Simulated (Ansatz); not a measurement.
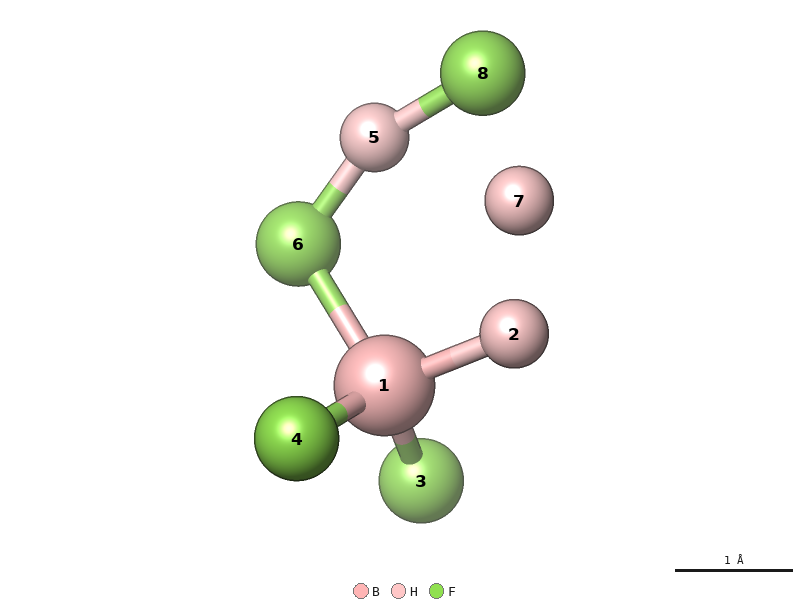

Source: calculation with Ansatz.

Orthographic view. Depth is shown by fading: the farther an atom, the more it takes the colour of the background. Geometry: start.

Write the connection table.

B1: H2, F3, F4, F6
H2: B1
F3: B1
F4: B1
H5: F6, F8
F6: B1, H5
H7: none
F8: H5
